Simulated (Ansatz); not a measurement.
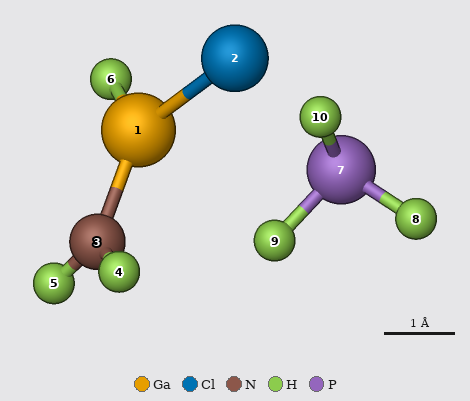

*The structure as given in the input (ball-and-stick view, seen at a tilt; atoms are numbered from 1 in the order of the input). Sticks mark near contacts.*

Bond lengths as drawn: Cl–Ga 2.22 Å, Ga–H 1.55 Å, Ga–N 1.80 Å, H–N 1.00 Å and H–P 1.41 to 1.42 Å.

**Run report: GaPNH₆Cl, geometry relaxation (part 1 of 2)**

The run: geometry relaxation of GaPNH₆Cl. Method and program: RHF/def2-SVP (Ansatz 0.2.0).

It belongs to a series of runs on one base structure; here: end point A relaxed. Figures and captions count atoms from 1; the log counts them from 0 in places.

The input:
```yaml
crystal:
  periodic: [false, false, false]
  atoms:
    - { symbol: Ga, position_ang: [0.075856, -0.120553, -0.140383] }
    - { symbol: Cl, position_ang: [0.118103, -0.858864, 1.951744] }
    - { symbol: "N", position_ang: [1.657233, -0.221932, -0.994149] }
    - { symbol: H, position_ang: [2.504352, -0.525992, -0.554477] }
    - { symbol: H, position_ang: [1.811806, 0.07325, -1.939613] }
    - { symbol: H, position_ang: [-1.274732, 0.363437, -0.721194] }
    - { symbol: P, position_ang: [-0.093878, 3.032955, 1.361719] }
    - { symbol: H, position_ang: [0.936089, 3.430926, 2.241348] }
    - { symbol: H, position_ang: [0.777843, 2.749003, 0.285071] }
    - { symbol: H, position_ang: [-0.150872, 1.70327, 1.845234] }
basis:
  gaussian: { orbitals: def2-SVP }
hamiltonian:
  xc: hf
relax:
  f_tol: 0.03
  max_steps: 50
output:
  orbitals: {}
```

Command:
```bash
ansatz run input.yaml --threads 2 --pin off --max-ram 3072MiB --backend cpu --events-out ev --progress --plain --runs-dir out
```

Output:
```
The last accepted step is kept in [file] (removed where the run ends without a failure and the disk answers)
Engine: ansatz 0.2.0, x86_64-unknown-linux-gnu
Functional definition: HF
  exchange = exact_x
  correlation = 0
1168 factors; integrals over basis functions are off by at most 3.8e-4 eV
mean field evaluation 1: about -75670.2058 eV, gradient 3.4e1 eV
mean field evaluation 2: about -75670.2499 eV, gradient 3.4e1 eV
mean field evaluation 4: about -75673.3459 eV, gradient 3.2e0 eV
mean field evaluation 8: about -75673.3932 eV, gradient 2.2e-1 eV
mean field -75673.39343264 eV, -2780.9459153811 hartree, gradient 5.8e-5 eV, S^2 0.000000; 0 other end points of the search recorded, 0 dependent functions left out
the calculation of the forces begins
reference -75673.39343264 eV, -2780.9459153811 hartree; 38, 38 occupied and 74, 74 virtual orbitals, 1168 factors
relax step   1: F+E_penalty+E_count = -75673.39343264 eV  Δ(F+E_penalty+E_count) = +0.000e0 eV  max|allowed force component| = 5.508e-1 eV/Å  Δτ_max = 0.0000 Å  (36 SCF iters, accepted)
these checks for a lower state are left out or cut short: starts, cluster_reference, orbital_swaps, neighbouring_geometries, increment
1168 factors; integrals over basis functions are off by at most 3.7e-4 eV
mean field evaluation 16: about -75673.5150 eV, gradient 3.0e-4 eV
mean field -75673.51497846 eV, -2780.9503821076 hartree, gradient 2.1e-5 eV, S^2 0.000000; 0 other end points of the search recorded, 0 dependent functions left out
[... from here on the field's lines of each further geometry are left out, up to the last ...]
relax step   2: F+E_penalty+E_count = -75673.51497846 eV  Δ(F+E_penalty+E_count) = -1.215e-1 eV  max|allowed force component| = 2.817e-1 eV/Å  Δτ_max = 0.1948 Å  (32 SCF iters, accepted)
relax step   3: F+E_penalty+E_count = -75673.54728544 eV  Δ(F+E_penalty+E_count) = -3.231e-2 eV  max|allowed force component| = 1.581e-1 eV/Å  Δτ_max = 0.0991 Å  (34 SCF iters, accepted)
relax step   4: F+E_penalty+E_count = -75673.57076373 eV  Δ(F+E_penalty+E_count) = -2.348e-2 eV  max|allowed force component| = 2.835e-1 eV/Å  Δτ_max = 0.2000 Å  (33 SCF iters, accepted)
relax step   5: F+E_penalty+E_count = -75673.58137175 eV  Δ(F+E_penalty+E_count) = -1.061e-2 eV  max|allowed force component| = 1.090e-1 eV/Å  Δτ_max = 0.2000 Å  (31 SCF iters, accepted)
relax step   6: F+E_penalty+E_count = -75673.57665420 eV  Δ(F+E_penalty+E_count) = +4.718e-3 eV  max|allowed force component| = 4.703e-1 eV/Å  Δτ_max = 0.1090 Å  (32 SCF iters, rejected (line search))
relax step   7: F+E_penalty+E_count = -75673.58562960 eV  Δ(F+E_penalty+E_count) = -4.258e-3 eV  max|allowed force component| = 3.264e-2 eV/Å  Δτ_max = 0.0545 Å  (33 SCF iters, accepted)
relax step   8: F+E_penalty+E_count = -75673.58688677 eV  Δ(F+E_penalty+E_count) = -1.257e-3 eV  max|allowed force component| = 2.105e-2 eV/Å  Δτ_max = 0.0557 Å  (33 SCF iters, accepted)
relax step   9: F+E_penalty+E_count = -75673.58695942 eV  Δ(F+E_penalty+E_count) = -7.264e-5 eV  max|allowed force component| = 2.268e-1 eV/Å  Δτ_max = 0.1404 Å  (32 SCF iters, accepted)
relax step  10: F+E_penalty+E_count = -75673.58896103 eV  Δ(F+E_penalty+E_count) = -2.002e-3 eV  max|allowed force component| = 9.667e-2 eV/Å  Δτ_max = 0.0263 Å  (26 SCF iters, accepted)
relax step  11: F+E_penalty+E_count = -75673.59134590 eV  Δ(F+E_penalty+E_count) = -2.385e-3 eV  max|allowed force component| = 2.129e-2 eV/Å  Δτ_max = 0.0886 Å  (33 SCF iters, accepted)
relax step  12: F+E_penalty+E_count = -75673.58799662 eV  Δ(F+E_penalty+E_count) = +3.349e-3 eV  max|allowed force component| = 4.218e-1 eV/Å  Δτ_max = 0.1958 Å  (30 SCF iters, rejected (line search))
relax step  13: F+E_penalty+E_count = -75673.59318085 eV  Δ(F+E_penalty+E_count) = -1.835e-3 eV  max|allowed force component| = 1.154e-1 eV/Å  Δτ_max = 0.0955 Å  (32 SCF iters, accepted)
relax step  14: F+E_penalty+E_count = -75673.59304020 eV  Δ(F+E_penalty+E_count) = +1.407e-4 eV  max|allowed force component| = 2.076e-1 eV/Å  Δτ_max = 0.0956 Å  (33 SCF iters, rejected (line search))
relax step  15: F+E_penalty+E_count = -75673.59449510 eV  Δ(F+E_penalty+E_count) = -1.314e-3 eV  max|allowed force component| = 5.502e-2 eV/Å  Δτ_max = 0.0466 Å  (35 SCF iters, accepted)
relax step  16: F+E_penalty+E_count = -75673.59543267 eV  Δ(F+E_penalty+E_count) = -9.376e-4 eV  max|allowed force component| = 3.257e-2 eV/Å  Δτ_max = 0.0493 Å  (34 SCF iters, accepted)
relax step  17: F+E_penalty+E_count = -75673.59652238 eV  Δ(F+E_penalty+E_count) = -1.090e-3 eV  max|allowed force component| = 8.142e-2 eV/Å  Δτ_max = 0.0730 Å  (33 SCF iters, accepted)
relax step  18: F+E_penalty+E_count = -75673.59693845 eV  Δ(F+E_penalty+E_count) = -4.161e-4 eV  max|allowed force component| = 1.631e-1 eV/Å  Δτ_max = 0.0858 Å  (33 SCF iters, accepted)
relax step  19: F+E_penalty+E_count = -75673.59801404 eV  Δ(F+E_penalty+E_count) = -1.076e-3 eV  max|allowed force component| = 8.740e-2 eV/Å  Δτ_max = 0.0143 Å  (26 SCF iters, accepted)
relax step  20: F+E_penalty+E_count = -75673.59920976 eV  Δ(F+E_penalty+E_count) = -1.196e-3 eV  max|allowed force component| = 3.224e-2 eV/Å  Δτ_max = 0.0637 Å  (33 SCF iters, accepted)
relax step  21: F+E_penalty+E_count = -75673.59767784 eV  Δ(F+E_penalty+E_count) = +1.532e-3 eV  max|allowed force component| = 3.029e-1 eV/Å  Δτ_max = 0.1954 Å  (31 SCF iters, rejected (line search))
relax step  22: F+E_penalty+E_count = -75673.59896816 eV  Δ(F+E_penalty+E_count) = +2.416e-4 eV  max|allowed force component| = 4.493e-2 eV/Å  Δτ_max = 0.0323 Å  (34 SCF iters, rejected (line search))
relax step  23: F+E_penalty+E_count = -75673.59950293 eV  Δ(F+E_penalty+E_count) = -2.932e-4 eV  max|allowed force component| = 6.346e-3 eV/Å  Δτ_max = 0.0158 Å  (26 SCF iters, accepted)
relax step  24: F+E_penalty+E_count = -75673.60064296 eV  Δ(F+E_penalty+E_count) = -1.140e-3 eV  max|allowed force component| = 6.865e-2 eV/Å  Δτ_max = 0.0960 Å  (32 SCF iters, accepted)
relax step  25: F+E_penalty+E_count = -75673.60002659 eV  Δ(F+E_penalty+E_count) = +6.164e-4 eV  max|allowed force component| = 2.273e-1 eV/Å  Δτ_max = 0.1255 Å  (32 SCF iters, rejected (line search))
relax step  26: F+E_penalty+E_count = -75673.60160026 eV  Δ(F+E_penalty+E_count) = -9.573e-4 eV  max|allowed force component| = 4.207e-2 eV/Å  Δτ_max = 0.0612 Å  (33 SCF iters, accepted)
relax step  27: F+E_penalty+E_count = -75673.60235745 eV  Δ(F+E_penalty+E_count) = -7.572e-4 eV  max|allowed force component| = 6.678e-2 eV/Å  Δτ_max = 0.0743 Å  (33 SCF iters, accepted)
relax step  28: F+E_penalty+E_count = -75673.60246033 eV  Δ(F+E_penalty+E_count) = -1.029e-4 eV  max|allowed force component| = 1.575e-1 eV/Å  Δτ_max = 0.0876 Å  (32 SCF iters, accepted)
relax step  29: F+E_penalty+E_count = -75673.60298731 eV  Δ(F+E_penalty+E_count) = -5.270e-4 eV  max|allowed force component| = 1.026e-1 eV/Å  Δτ_max = 0.0197 Å  (35 SCF iters, accepted)
the calculation of the forces begins
reference -75673.60416020 eV, -2780.9536594761 hartree; 38, 38 occupied and 74, 74 virtual orbitals, 1168 factors
relax step  30: F+E_penalty+E_count = -75673.60416020 eV  Δ(F+E_penalty+E_count) = -1.173e-3 eV  max|allowed force component| = 1.139e-2 eV/Å  Δτ_max = 0.0371 Å  (35 SCF iters, accepted)
1168 factors; integrals over basis functions are off by at most 3.6e-4 eV
mean field evaluation 224: about -75673.6042 eV, gradient 4.7e-3 eV
```

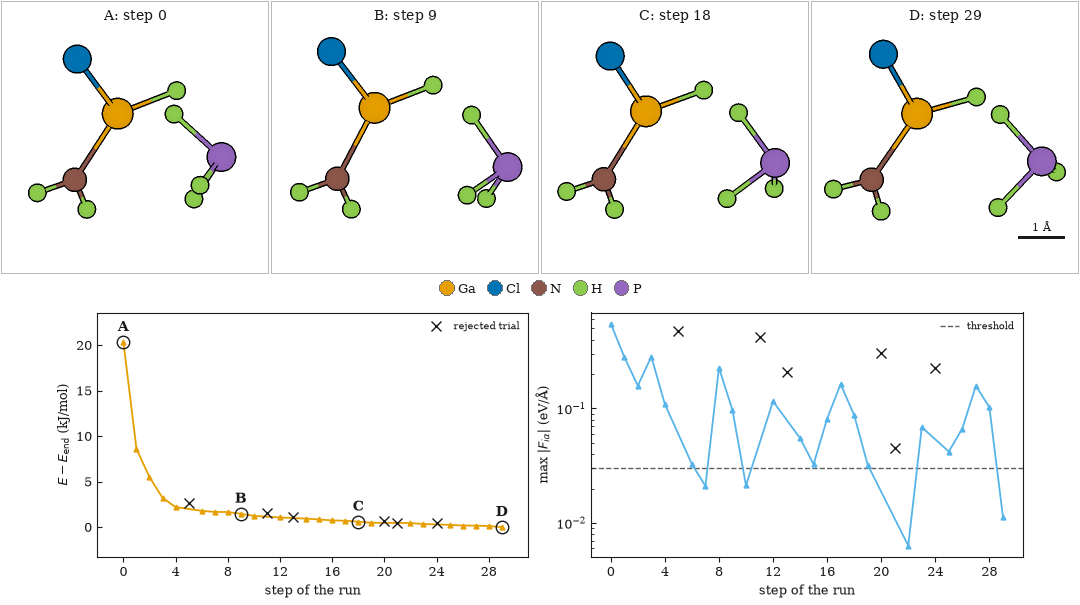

*Frames of the relaxation (ball-and-stick view, seen at a tilt) above the curves, on which the letters mark them (the first geometry is step 0 here and step 1 in the log).*

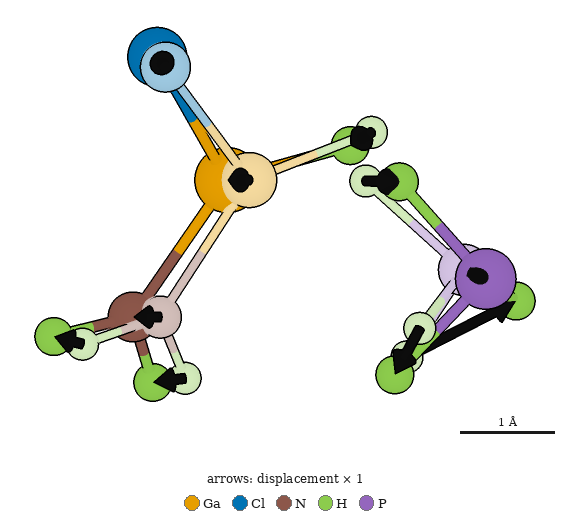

*Start (faint) and end (solid) with the displacements as black arrows, at true length (ball-and-stick view, seen at a tilt). The two geometries are laid on each other by the best rigid fit.*

The largest move after the best rigid fit is that of H9, 1.35 Å. By element the largest moves are H 1.35 Å, P 0.83 Å, Cl 0.38 Å, Ga 0.36 Å, N 0.33 Å. Among the contacts that change: Ga1–Cl2 2.219 → 2.171 Å, Ga1–H6 1.548 → 1.553 Å, P7–H10 1.416 → 1.412 Å. After 29 geometry steps the energy has fallen by 20.3 kJ/mol. The largest force component goes from 0.55 to 0.011 eV/Å. The line search rejected the trial steps at points 5, 11, 13, 20, 21, 24 (counted from 0) and went back. (Atoms are counted from 1 in the order of the input.)

```
mean field -75673.60416020 eV, -2780.9536594761 hartree, gradient 2.1e-5 eV, S^2 0.000000; 1 other end points of the search recorded, 0 dependent functions left out
the calculation of the forces begins
reference -75673.60416020 eV, -2780.9536594761 hartree; 38, 38 occupied and 74, 74 virtual orbitals, 1168 factors
Total energy: -75673.60416020 eV, -2780.9536594761 hartree
Atom 0 at     0.154023    -0.401537    -0.347989 Å, force    -0.005087     0.004488    -0.011392 eV/Å
Atom 1 at    -0.025372    -1.088723     1.703696 Å, force     0.001336    -0.002195    -0.001298 eV/Å
Atom 2 at     1.808144    -0.524888    -1.052027 Å, force     0.001487    -0.002405     0.009692 eV/Å
Atom 3 at     2.599590    -0.881951    -0.553849 Å, force     0.005548    -0.001004    -0.000732 eV/Å
Atom 4 at     2.050994    -0.250753    -1.983339 Å, force    -0.001949    -0.000014     0.001893 eV/Å
Atom 5 at    -1.101936     0.137538    -1.084785 Å, force    -0.000959     0.001178     0.003090 eV/Å
Atom 6 at     0.019267     3.572431     1.968088 Å, force     0.001304    -0.003444    -0.000976 eV/Å
Atom 7 at     1.409719     3.394208     1.790738 Å, force    -0.000494     0.000705    -0.004167 eV/Å
Atom 8 at    -0.306005     3.443690     0.597784 Å, force    -0.002422     0.001073     0.002346 eV/Å
Atom 9 at    -0.246626     2.225486     2.296984 Å, force     0.001237     0.001618     0.001544 eV/Å
Dipole moment:     0.285256    -0.004061    -0.586561 e Å
```
